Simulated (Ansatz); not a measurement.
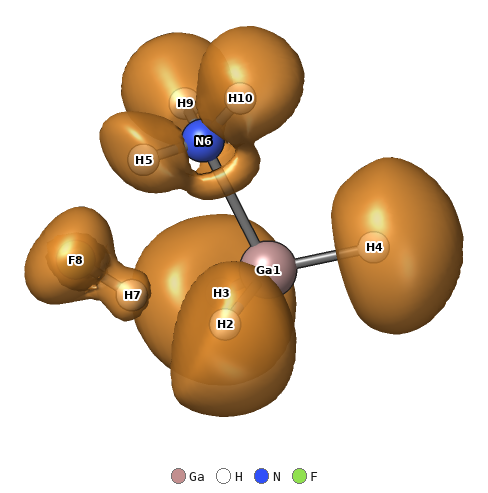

GaH6N···HF. Isosurface of the ELF at 0.8 (orange), seen at a tilt. Core shells and regions of very low density are left out.

These are results of RKS BLYP/def2-SVP (Ansatz 0.2.0), not measurements.

```csv
atom,x (Å),y (Å),z (Å)
Ga,-0.5638,-0.2547,-1.1194
H,0.1852,1.1944,-1.2396
H,0.3102,-1.4775,-1.6177
H,-2.1362,-0.1796,-1.2987
H,0.5551,0.1053,1.2108
N,-0.3136,-0.4330,1.0231
H,1.3087,1.2873,-0.3198
F,1.9074,1.1828,0.4411
H,-0.1738,-1.4011,1.3438
H,-1.0794,-0.0238,1.5763
```

**Where are the electrons localised?**

The surface consists of three regions around hydrogen nuclei, one joined region spread over several atoms (F, H), in which their bonds and any lone pairs are merged and one joined region spread over several atoms (H, N), in which their bonds and any lone pairs are merged.

Values along the shortest contacts:
H2···H7 (1.46 Å): the ELF dips to about 0.30 between them. Ga–N (2.16 Å): the ELF peaks at about 0.95 in the valence shell of N, 0.7 Å from its nucleus, and is about 0.30 at the midpoint.
